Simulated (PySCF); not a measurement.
C5H15NP2Si

Input file:

```
{"job": {"kind": "nmr", "xc": "PBE0", "basis": "pcSseg-1"}, "charge": 0, "multiplicity": 1}
C     -3.178264     0.249199     0.072073
P     -1.469347    -0.073141    -0.552382
N     -1.254054    -0.539077    -2.021471
C     -0.727727    -1.086689     0.815687
C      0.752852    -1.242897     0.498112
P      1.643954     0.372051     0.761739
Si     3.600543    -0.156727    -0.182463
C      0.872044     1.309230    -0.650066
C     -0.613633     1.528227    -0.396717
H     -3.728346    -0.692162     0.082642
H     -3.661604     0.926284    -0.632039
H     -3.181226     0.683248     1.068322
H     -1.703713    -1.408341    -2.272394
H     -1.229093    -2.061713     0.824884
H     -0.875383    -0.608501     1.786082
H      0.863439    -1.562144    -0.544765
H      1.217342    -1.991363     1.148192
H      4.246533    -1.124904     0.703227
H      4.388721     1.071754    -0.260023
H      3.473172    -0.740971    -1.520314
H      0.989440     0.756546    -1.586608
H      1.394947     2.267421    -0.734967
H     -1.041549     2.186682    -1.159077
H     -0.790783     1.957753     0.593348
```

Run with:

```sh
OMP_NUM_THREADS=1 python probes_run.py task.json out
```

Geometry: GFN2-xTB.

Method: PBE0/pcSseg-1, SCF density, gas phase, non-relativistic in PySCF 2.14.0.

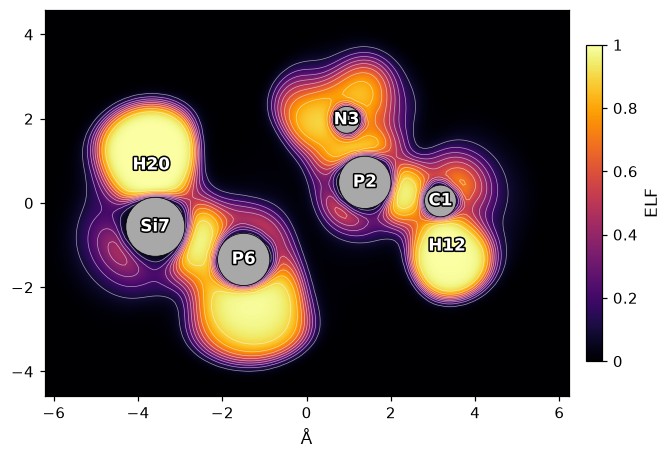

Figure 1. Electron localisation function on the plane of atoms P6, Si7 and H20. Grey discs cover the atomic cores.

Q: What do the fields say about this system?

A: The section cuts through C, P, N, Si and H sites. P–N (1.56 Å): the ELF peaks at about 0.85 between the atoms (a short, strongly polar bond). C–P (1.85 Å): the ELF peaks at about 0.95 between the atoms: a shared electron pair. Si–P (2.24 Å): the ELF peaks at about 0.95 between the atoms, as expected for localised, covalent bonding. C–H (1.09 Å): the ELF climbs to about 1 towards the hydrogen, as it does in any bond to H: a covalent bond by its length. The ELF also peaks beside P6, away from the bonds: lone-pair regions.

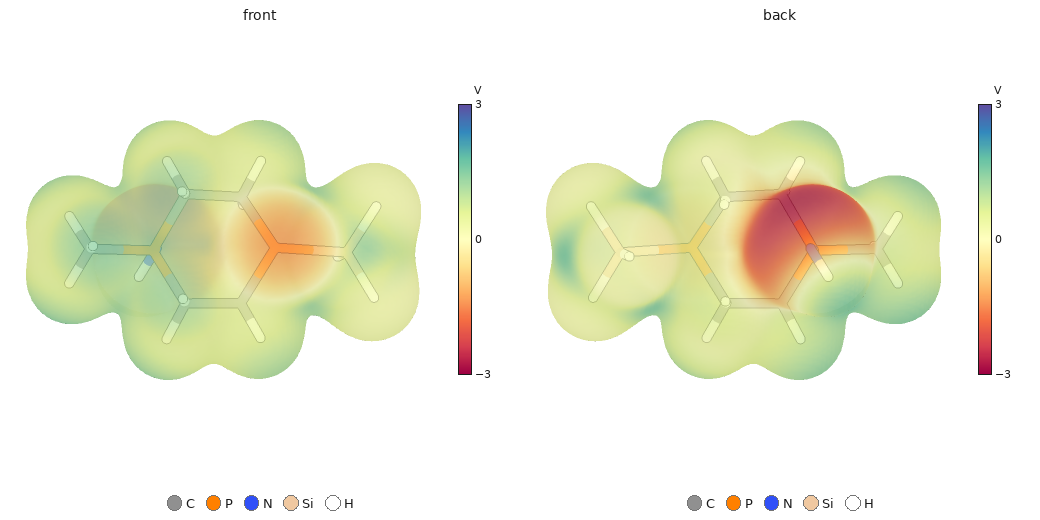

Figure 2. The electrostatic potential painted on the density surface at 0.004 e/bohr³, seen from the front and from behind; red is negative and blue positive.

Q: Which sites attract a positive test charge, and which a negative one?

A: A positive charge is drawn to the negative regions and a negative charge to the positive ones. The most negative region (about −2.6 V) lies over N3, the most positive (about +1.6 V) over P2, Si7 and H13. N3 is the likeliest acceptor of a hydrogen bond.
